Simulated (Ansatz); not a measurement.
# Ge3O2: what the fields show

Input

```
crystal:
  periodic: [false, false, false]
  atoms:
    - {symbol: Ge, position_ang: [1.452440, 0.276146, 0.547348]}
    - {symbol: Ge, position_ang: [-0.170747, 0.768453, -1.338063]}
    - {symbol: Ge, position_ang: [-1.343555, -0.766004, 0.305561]}
    - {symbol: O, position_ang: [0.436339, -1.088666, -0.353941]}
    - {symbol: O, position_ang: [-0.374478, 0.810081, 0.839085]}
basis:
  gaussian: {orbitals: def2-TZVP, initial_orbitals: start.molden}
hamiltonian: {xc: pbe0, dispersion: d4}
scf: {omitted_lower_state_checks: [starts]}
output: {orbitals: {seedname: orbitals}}
```

Command:

```sh
ansatz run in.yaml --threads 4 --pin off --events-out ev --progress --plain --max-ram 4787MiB
```

Geometry: B3LYP-D4/def2-SVP.

All numbers below come from RKS PBE0-D4/def2-TZVP (Ansatz).

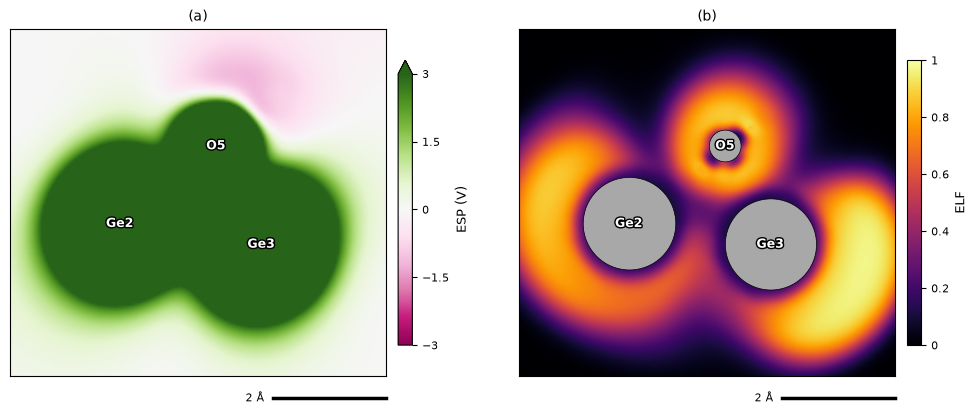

Figure 1. (a) electrostatic potential; (b) ELF on the plane of atoms Ge3, Ge2 and O5. Grey discs cover the atomic cores in the ELF map.

### What does the map show?

The plane passes through Ge and O nuclei.
Ge–O (1.93 Å): the ELF peaks at about 0.85 in the valence shell of O, 0.6 Å from its nucleus, and is about 0.35 at the midpoint.
Ge–Ge (2.54 Å): the ELF is about 0.40 at the midpoint.
Ge–O (2.19 Å): the ELF peaks at about 0.80 in the valence shell of O, 0.7 Å from its nucleus, and is about 0.30 at the midpoint.
The ELF also peaks beside O5, away from the bonds: lone-pair regions.
Outside the dense part of the molecule the potential is most negative (−1.2 V) near O5.

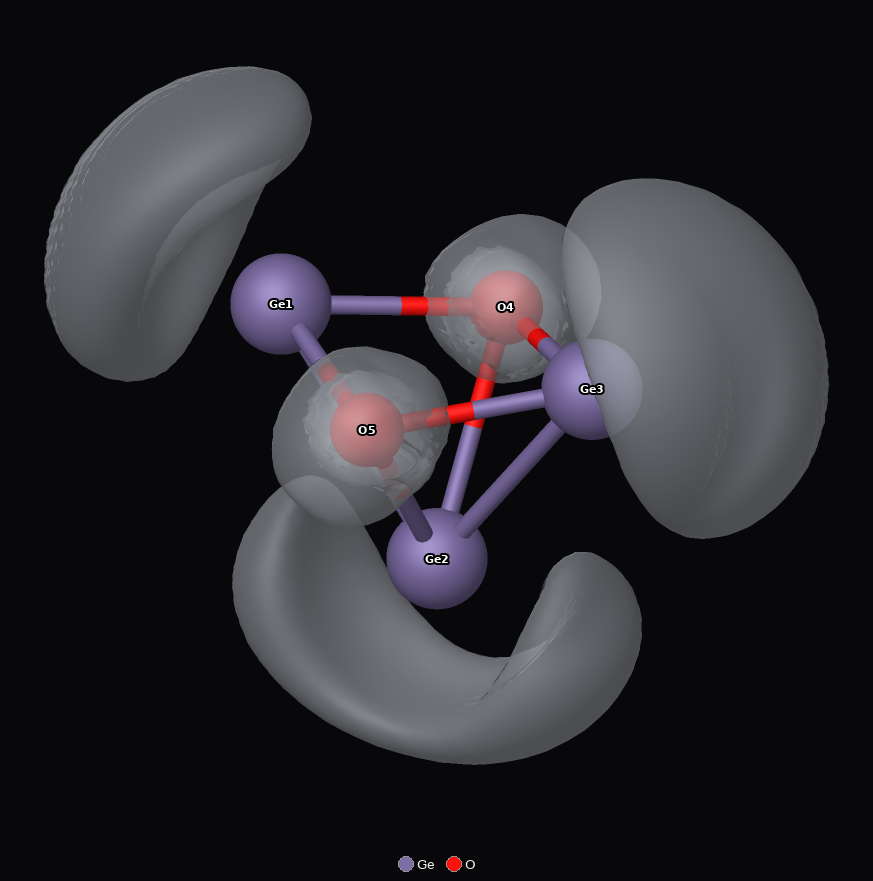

Figure 2. Isosurface of the electron localisation function at 0.8 (grey), seen at a tilt. Only the valence region is drawn (cores and ρ < 0.01 e/Å³ removed).

### Where are the electrons localised?

The ELF exceeds this value in two lobes on Ge, pointing away from the bonds (lone pairs), one region wrapped around Ge (its valence shell) and two regions wrapped around O (the valence shell of each).

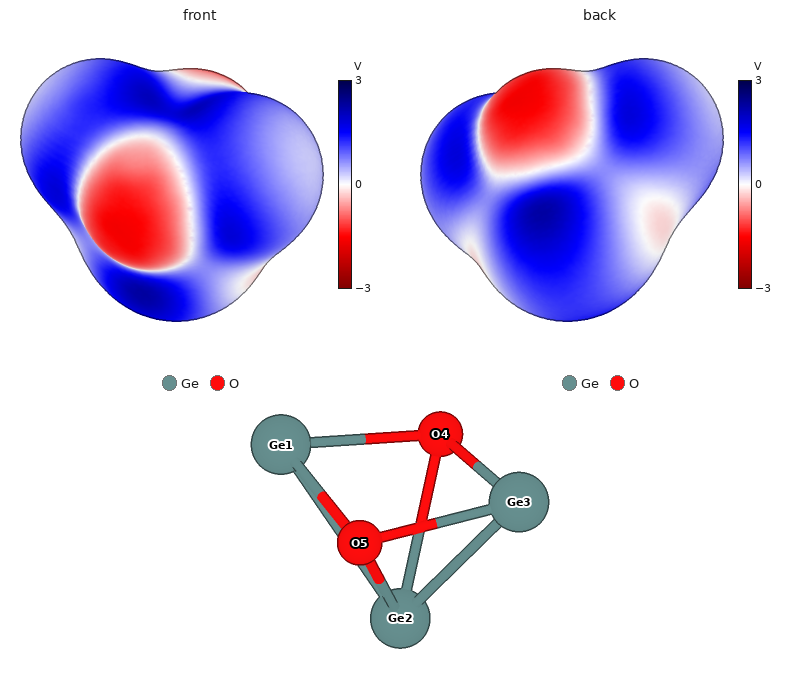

Figure 3. The molecular electrostatic potential painted on the density surface at 0.004 e/bohr³, seen from the front and from behind; the colour scale runs from red (negative) to blue (positive). The bare structure is drawn below in the same view.

### Describe the electrostatic potential map.

The most negative region (about −1.6 V, or −37 kcal/mol for a unit charge) lies over O4 and O5, the most positive (about +2.2 V, or +51 kcal/mol for a unit charge) over Ge2.
